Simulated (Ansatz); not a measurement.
# The cluster Cu2H2: a spread of methods and bases

Aim: run the cluster Cu2H2 under a spread of inputs, and see what each costs and gives.

Method: the settings change from run to run; program: Ansatz 0.2.0, Gaussian basis.

1 further run of the same task is left out (set aside as unsound or not needed). Runs told in other sessions of the task aren't counted.

**1. The geometry**

The geometry comes from an earlier relaxation with PBE0-D4 in a triple-zeta def2 set; it is a stationary point.

4 atoms, charge 0, spin multiplicity 1.

Atoms are counted from 1 here; the program's logs count them from 0.

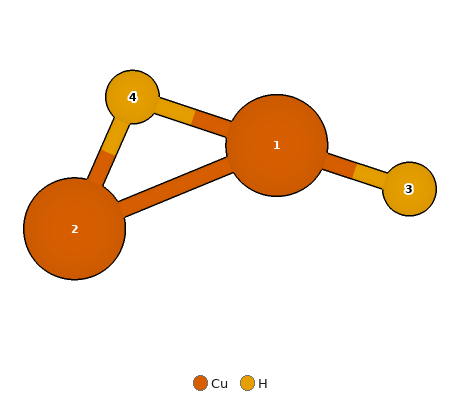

The geometry (copper orange, hydrogen amber); atoms are numbered from 1 in the order of the file.

**2. PBEsol/def2-TZVP**

This run has unrestricted orbitals.

File in.yaml:

```yaml
crystal:
  periodic: [false, false, false]
  atoms:
    - {symbol: Cu, position_ang: [0.382688, -0.055251, -0.487751]}
    - {symbol: Cu, position_ang: [-1.148009, 0.103264, 1.341220]}
    - {symbol: H, position_ang: [0.479393, -0.710033, -1.860499]}
    - {symbol: H, position_ang: [0.285927, 0.662020, 1.007030]}
basis:
  gaussian: {orbitals: def2-TZVP}
magnetization: {spin_polarized: true, initial_magnetization: 0}
hamiltonian: {xc: {name: PBEsol}}
scf: {omitted_lower_state_checks: [starts]}
output: {forces: true}
```

Run with:

```bash
> ansatz run in.yaml --threads 4 --pin off --events-out ev --progress --plain --max-ram 3916MiB
```

What it wrote:

```text
Functional definition: PBEsol
  name "PBEsol"
  cite "Perdew et al., Phys. Rev. Lett. 100, 136406 (2008) doi:10.1103/PhysRevLett.100.136406"
  cite "Perdew, Burke & Ernzerhof, Phys. Rev. Lett. 77, 3865 (1996) doi:10.1103/PhysRevLett.77.3865"
  parent pbesol
  exchange = pbesol_x
  correlation = pbesol_c
these checks for a lower state are left out or cut short: starts
994 factors; their error is unknown
mean field evaluation 1: about -89223.8230 eV, gradient 4.1e1 eV
mean field evaluation 2: about -88669.8805 eV, gradient 4.4e2 eV
mean field evaluation 4: about -89221.3236 eV, gradient 5.5e1 eV
mean field evaluation 8: about -89228.2043 eV, gradient 1.3e-2 eV
mean field -89228.14909626 eV, -3279.0739982759 hartree, gradient 5.1e-5 eV, S^2 0.000000; 0 other end points of the search recorded, 0 dependent functions left out
the calculation of the forces begins
reference -89228.14914249 eV, -3279.0739999746 hartree; 30, 30 occupied and 72, 72 virtual orbitals, 994 factors
Total energy: -89228.14914249 eV, -3279.0739999746 hartree
Atom 0 at     0.382688    -0.055251    -0.487751 Å, force    -0.345472    -0.083943     0.179478 eV/Å
Atom 1 at    -1.148009     0.103264     1.341220 Å, force     0.347589     0.037142    -0.272706 eV/Å
Atom 2 at     0.479393    -0.710033    -1.860499 Å, force     0.073241     0.074797     0.073055 eV/Å
Atom 3 at     0.285927     0.662020     1.007030 Å, force    -0.075358    -0.027997     0.020172 eV/Å
Dipole moment:    -0.582853     0.150602     0.872380 e Å
Checks for a lower state left out: starts
```

It took 2.4 s on 4 threads of Intel Xeon at 2.50GHz, shared host.

Largest force 0.443 eV/Å, dipole 5.09 D, ⟨S²⟩ 0.000.

**3. revPBE/6-31G**

Options: atoms shaken by 0.08 Å, high accuracy.

File in.yaml:

```yaml
crystal:
  periodic: [false, false, false]
  atoms:
    - {symbol: Cu, position_ang: [0.311387, 0.082688, -0.577084]}
    - {symbol: Cu, position_ang: [-1.026456, 0.043237, 1.284780]}
    - {symbol: H, position_ang: [0.464173, -0.697340, -1.821822]}
    - {symbol: H, position_ang: [0.311154, 0.512513, 0.883369]}
basis:
  gaussian: {orbitals: 6-31G}
hamiltonian: {xc: {name: revPBE}}
accuracy: high
scf: {omitted_lower_state_checks: [starts]}
```

Launched as before.

What it wrote, cut to the lines that bear on the results:

```text
Functional definition: revPBE
  name "revPBE"
  cite "Zhang & Yang, Phys. Rev. Lett. 80, 890 (1998) doi:10.1103/PhysRevLett.80.890"
  cite "Perdew, Burke & Ernzerhof, Phys. Rev. Lett. 77, 3865 (1996) doi:10.1103/PhysRevLett.77.3865"
[...]
1142 factors; integrals over basis functions are off by at most 4.3e-9 eV
[...]
mean field -89289.77524352 eV, -3281.3387174160 hartree, gradient 3.7e-8 eV, S^2 0.000000; 0 other end points of the search recorded, 0 dependent functions left out
reference -89289.77524696 eV, -3281.3387175425 hartree; 30, 30 occupied and 32, 32 virtual orbitals, 1142 factors
Total energy: -89289.77524696 eV, -3281.3387175425 hartree
Checks for a lower state left out: starts
```

Wall time 2.9 s (4 threads of Intel Xeon at 2.50GHz, shared host).

**4. CAM-B3LYP/6-31G**

Options: multiplicity 3, atoms shaken by 0.08 Å, D3(BJ) dispersion.

File in.yaml:

```yaml
crystal:
  periodic: [false, false, false]
  atoms:
    - {symbol: Cu, position_ang: [0.416163, 0.019223, -0.443662]}
    - {symbol: Cu, position_ang: [-1.100742, 0.102470, 1.358611]}
    - {symbol: H, position_ang: [0.516275, -0.651712, -1.872463]}
    - {symbol: H, position_ang: [0.184717, 0.671845, 1.097814]}
basis:
  gaussian: {orbitals: 6-31G}
magnetization: {spin_polarized: true, initial_magnetization: 2}
hamiltonian: {xc: {name: CAM-B3LYP}, dispersion: d3bj}
scf: {omitted_lower_state_checks: [starts]}
```

The command is unchanged.

What it wrote, cut to the lines that bear on the results:

```text
Functional definition: CAM-B3LYP
  name "CAM-B3LYP"
  cite "Yanai, Tew & Handy, Chem. Phys. Lett. 393, 51 (2004) doi:10.1016/j.cplett.2004.06.011"
  cite "Iikura, Tsuneda, Yanai & Hirao, J. Chem. Phys. 115, 3540 (2001) doi:10.1063/1.1383587"
  cite "Becke, Phys. Rev. A 38, 3098 (1988) doi:10.1103/PhysRevA.38.3098"
  cite "Lee, Yang & Parr, Phys. Rev. B 37, 785 (1988) doi:10.1103/PhysRevB.37.785"
  cite "Vosko, Wilk & Nusair, Can. J. Phys. 58, 1200 (1980) doi:10.1139/p80-159"
[...]
  # Exact exchange under (alpha + beta erf(omega r))/r, Becke's under what is left of 1/r.
[...]
632 factors; integrals over basis functions are off by at most 4.1e-4 eV
144 factors; integrals over basis functions are off by at most 4.6e-4 eV
[...]
mean field -89299.28900284 eV, -3281.6883416223 hartree, gradient 2.1e-5 eV, S^2 2.044719; 0 other end points of the search recorded, 0 dependent functions left out
reference -89299.28910487 eV, -3281.6883453717 hartree; 31, 29 occupied and 31, 33 virtual orbitals, 632 factors
Total energy: -89299.34711248 eV, -3281.6904771121 hartree
Checks for a lower state left out: starts
```

Run time: 4.7 s. Hardware: 4 threads of Intel Xeon at 2.50GHz, shared host.

⟨S²⟩ 2.045.

**5. wB97M-V/def2-SVP**

This run has atoms shaken by 0.15 Å.

File in.yaml:

```yaml
crystal:
  periodic: [false, false, false]
  atoms:
    - {symbol: Cu, position_ang: [0.662668, -0.003253, -0.370009]}
    - {symbol: Cu, position_ang: [-1.145633, 0.255718, 1.244735]}
    - {symbol: H, position_ang: [0.623221, -0.528544, -1.914022]}
    - {symbol: H, position_ang: [0.148550, 0.770086, 0.877823]}
basis:
  gaussian: {orbitals: def2-SVP}
hamiltonian: {xc: {name: wB97M-V}}
scf: {omitted_lower_state_checks: [starts]}
```

Launched as before.

What it wrote, cut to the lines that bear on the results:

```text
Functional definition: wB97M-V
  name "wB97M-V"
  cite "Mardirossian & Head-Gordon, J. Chem. Phys. 144, 214110 (2016) doi:10.1063/1.4952647"
  cite "Becke, J. Chem. Phys. 107, 8554 (1997) doi:10.1063/1.475007"
  cite "Vydrov & Van Voorhis, J. Chem. Phys. 133, 244103 (2010) doi:10.1063/1.3521275"
  # Of w^i u^j: cxij and so on, Table III.
[...]
  gx(w, u) = 1 - cx + cx01*u + cx10*w
  gss(w, u) = css00 + css04*u^4 + css10*w + css20*w^2 + css43*w^4*u^3
  gos(w, u) = cos00 + cos10*w + (cos20 + cos21*u)*w^2 + (cos60 + cos61*u)*w^6
[...]
      + integral(e_c_pw_mod_opposite_spin*gos(b97_w_opposite, b97_u_opposite)) + vv10(b, c)
[...]
799 factors; integrals over basis functions are off by at most 8.7e-4 eV
144 factors; integrals over basis functions are off by at most 1.0e-4 eV
[...]
mean field -89294.78381938 eV, -3281.5227791838 hartree, gradient 3.9e-5 eV, S^2 0.000000; 0 other end points of the search recorded, 0 dependent functions left out
reference -89294.78388604 eV, -3281.5227816334 hartree; 30, 30 occupied and 42, 42 virtual orbitals, 799 factors
Total energy: -89294.78388604 eV, -3281.5227816334 hartree
Checks for a lower state left out: starts
```

Wall time 5.5 s (4 threads of Intel Xeon at 2.50GHz, shared host).

**6. All runs side by side**

```tsv
level	charge	multiplicity	geometry	functions	energy (eV)	time
PBEsol/def2-TZVP	0	1	relaxed	102	-89228.149	2.4 s
revPBE/6-31G	0	1	shaken	62	-89289.775	2.9 s
CAM-B3LYP/6-31G	0	3	shaken	62	-89299.347	4.7 s
wB97M-V/def2-SVP	0	1	shaken	72	-89294.784	5.5 s
```

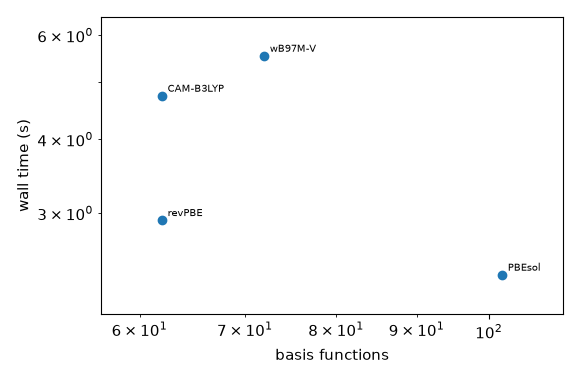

Wall time against the number of basis functions (shared host).

**7. Summary of results**

| quantity | value |
| --- | --- |
| runs | 4 |
| quickest | PBEsol/def2-TZVP, 2.4 s |
| slowest | wB97M-V/def2-SVP, 5.5 s |

In words: The runs differ in state or geometry as well as level, so their energies can't be set against each other. wB97M-V/def2-SVP took 2 times as long as PBEsol/def2-TZVP. The jobs differ in tasks and options as well as level. At the PBE0-D4/def2-TZVP geometry and in the same state, the sound runs without point charges leave forces up to 0.44 eV/Å (PBEsol/def2-TZVP).
